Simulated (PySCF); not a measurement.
SMILES COC(=O)C[SiH3] (C3H8O2Si), singlet at its GFN2-xTB optimised geometry (Å):

```
14

C      1.2130     1.3715    -0.0106
O      0.5896     0.0967     0.0000
C     -0.7577     0.0967     0.0000
O     -1.4135     1.1067     0.0000
C     -1.2919    -1.2873    -0.0646
Si    -1.3862    -1.7922    -1.9090
H      0.9622     1.9090    -0.9277
H      2.2830     1.1879     0.0437
H      0.8811     1.9644     0.8442
H     -2.2830    -1.3122     0.3820
H     -0.6303    -1.9644     0.4700
H     -1.9394    -3.1468    -1.9471
H     -0.0350    -1.7742    -2.4691
H     -2.2546    -0.8605    -2.6245
```

Method: PySCF 2.14.0 with CAM-B3LYP/def2-TZVP. Cells within 0.4 Å of a nucleus heavier than hydrogen are left out (blank, or x).

Map of the HOMO amplitude (bohr^(-3/2)), clipped to [-0.25, 0.25] on the plane z = 0.0 Å; orbital energy -9.40 eV, overall sign arbitrary:

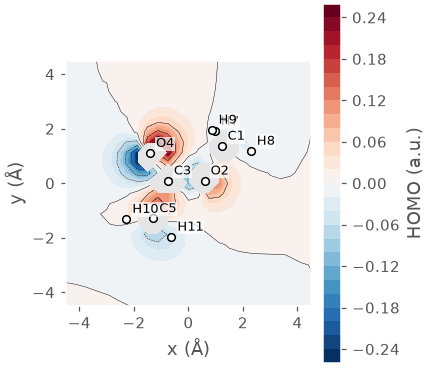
*HOMO amplitude (bohr^(-3/2)), clipped to [-0.25, 0.25] on the plane z = 0.0 Å.*
